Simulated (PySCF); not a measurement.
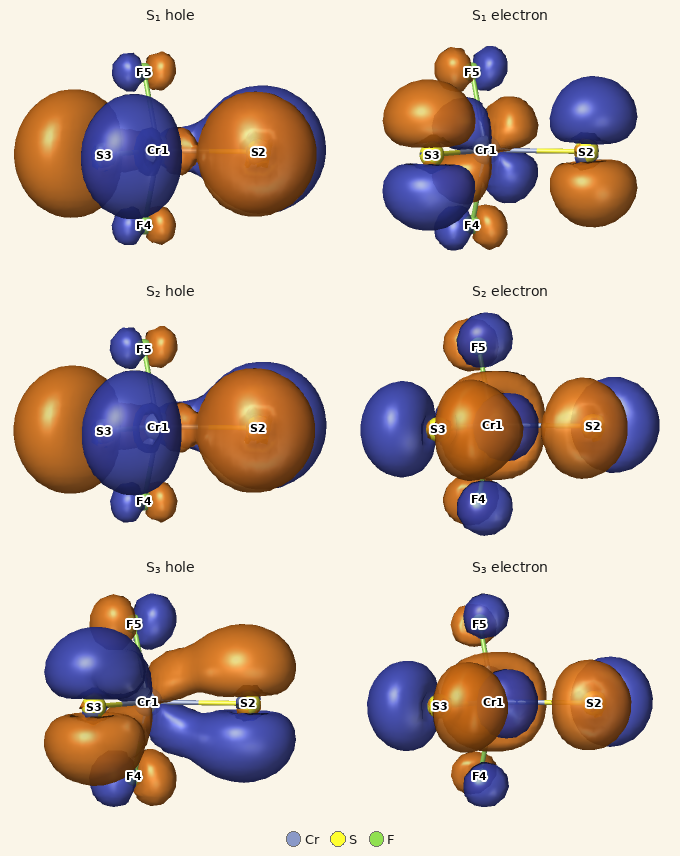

CrF$_{2}$S$_{2}$. Leading natural transition orbitals (TDA singlet states).

Method: B3LYP/def2-SVPD; geometry: GFN2-xTB; program: PySCF. This is a single-reference result, which may miss multireference character in this system. No frequency check shows the geometry to be a minimum. GFN2-xTB bond lengths at metals and heavier atoms can be off by up to 0.1 Å and shapes distorted, which carries into these values.

Describe these excited states.

Answer. By state:
- S₁: 1.25 eV (996 nm), f = 0.000 (very weak), ligand-to-metal charge transfer; the leading pair carries 97 %; hole on S2 and S3 (43 % each) and Cr1 (10 %), electron on Cr1 (53 %) and S2 and S3 (20 % each); their centroids lie 0.6 Å apart.
- S₂: 1.55 eV (798 nm), f = 0.007, ligand-to-metal charge transfer; the leading pair carries 78 %; hole on S2 and S3 (42 % each) and Cr1 (13 %), electron on Cr1 (59 %) and S2 and S3 (16 % each) (shares are of the whole state, not of the leading pair alone); their centroids lie 0.7 Å apart.
- S₃: 1.74 eV (712 nm), f = 0.000 (dark), ligand-to-metal charge transfer; the leading pair carries 97 %; hole on Cr1 (29 %), S2 and S3 (28 % each) and F4 and F5 (7 % each), electron on Cr1 (58 %) and S2 and S3 (18 % each); their centroids lie 0.2 Å apart.
